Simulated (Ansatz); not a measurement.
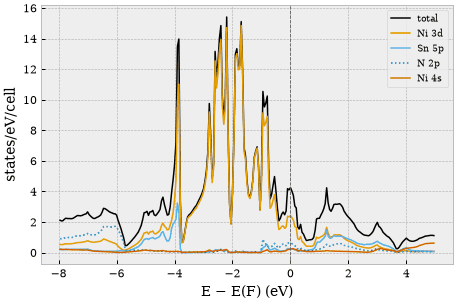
Figure: Total and projected density of states of Ni3SnN (anti-perovskite, Pm-3m), DFT-LDA in the program Ansatz with PAW potentials

Q: Which orbitals carry the states next to the Fermi level?

A: Within 0.5 eV of the Fermi level: Ni 3d 61 %, N 2p 16 %, Sn 5s 11 %, Sn 5p 6 %, Ni 4s 5 %. Projections are on Löwdin-orthogonalised atomic valence shells; empty p or d shells of many metals are not among them.

Q: Where is the tallest occupied peak in this window, and what makes it?

A: Near -2.2 eV, about 15 states/eV per cell; the largest projected share is Ni 3d.

The workflow started from a Materials Project entry (that database holds measured and hypothetical structures alike); the Crystallography Open Database copy checked does not list it. Its standing as an ambient phase is unchecked. Symmetry was held in the LDA relaxation. At this level the phase is dynamically unstable (imaginary phonons). No spin polarisation was allowed. With an odd number of electrons in the cell and no spin polarisation, the count alone makes it a metal. Scalar-relativistic: spin–orbit coupling is off unless named, which matters more the heavier the elements.

Potentials: the later of the program's two PAW sets.
